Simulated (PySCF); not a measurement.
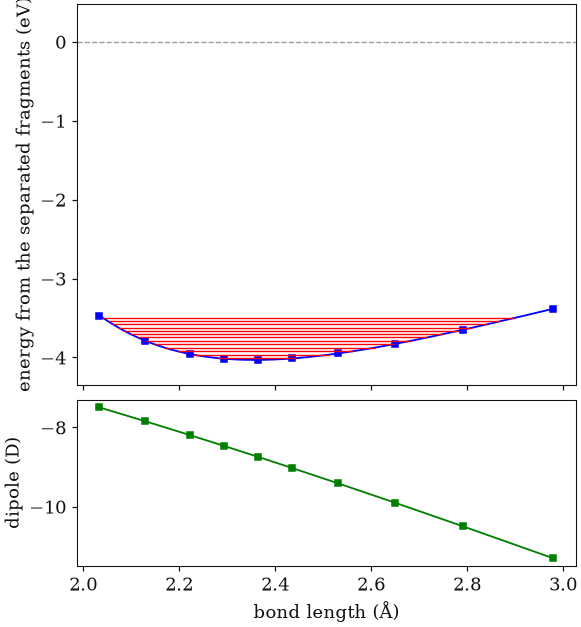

Bond curve of NaCl, singlet. PBE0/def2-TZVP in PySCF, UKS. One reference determinant with the occupation held, the lowest that a PBE0 search over spins and occupations found; no spin-orbit coupling. Zero is the separated fragments in their ground configurations, without counterpoise. With PBE0 the solution stays closed-shell at all points drawn; such a solution can't reach the open-shell fragments at long range. 2 further points of the run are not drawn. Horizontal lines: vibrational levels from ωe and ωexe, starting at v = 0. The dipole is positive if the first atom is negative.

What constants does a Dunham fit to the curve give (main isotopes)?

re = 2.358 Å, ωe = 365 cm⁻¹, ωexe = 1.8 cm⁻¹, De = 4.03 eV, Be = 0.219 cm⁻¹.

How much does zero-point motion take off the well depth?

0.023 eV (182 cm⁻¹): De = 4.03 eV, D0 = 4.01 eV.

Give the computed points.

| r (Å) | E (eV) |
| --- | --- |
| 2.034 | −3.47 |
| 2.129 | −3.79 |
| 2.223 | −3.96 |
| 2.294 | −4.02 |
| 2.365 | −4.03 |
| 2.436 | −4.01 |
| 2.531 | −3.95 |
| 2.649 | −3.83 |
| 2.791 | −3.65 |
| 2.980 | −3.38 |
